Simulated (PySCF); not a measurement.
```csv
atom,x (Å),y (Å),z (Å)
C,-1.8549,-1.0579,-0.7282
C,-1.3582,0.1251,0.0906
C,-2.2030,1.3710,-0.1417
P,0.3821,0.5296,-0.4267
S,0.6033,1.0517,-2.2708
C,1.4461,-0.8350,0.1434
Si,3.2765,-0.2826,0.1254
H,-1.3028,-1.9649,-0.4839
H,-1.7237,-0.8480,-1.7904
H,-2.9120,-1.2367,-0.5407
H,-1.3434,-0.1255,1.1583
H,-2.2014,1.6240,-1.2015
H,-1.7982,2.2184,0.4129
H,-3.2311,1.2056,0.1755
H,0.6763,1.5340,0.5120
H,1.1276,-1.1478,1.1386
H,1.2938,-1.6666,-0.5484
H,4.0511,-1.4229,0.6156
H,3.6681,0.0854,-1.2286
H,3.3987,0.8536,1.0436
```

Geometry: GFN2-xTB.

Theory: PBE0/pcSseg-1, SCF density, gas phase, non-relativistic in PySCF.

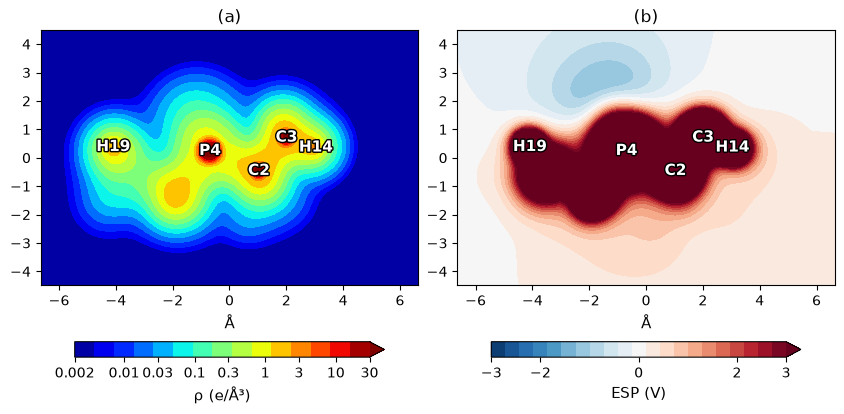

C$_{4}$H$_{13}$PSSi. (a) electron density; (b) molecular electrostatic potential on the plane of atoms C2, C3 and H14.

**What do the fields say about this system?**

- Atoms in the plane: C, P and H.
- C–C (1.52 Å): ρ is about 1.6 e/Å³ halfway.
- C–H (1.09 Å): ρ is about 2 e/Å³ halfway.
- Outside the dense part of the molecule the potential is most negative (−1.2 V) near S5, which lies off the plane.
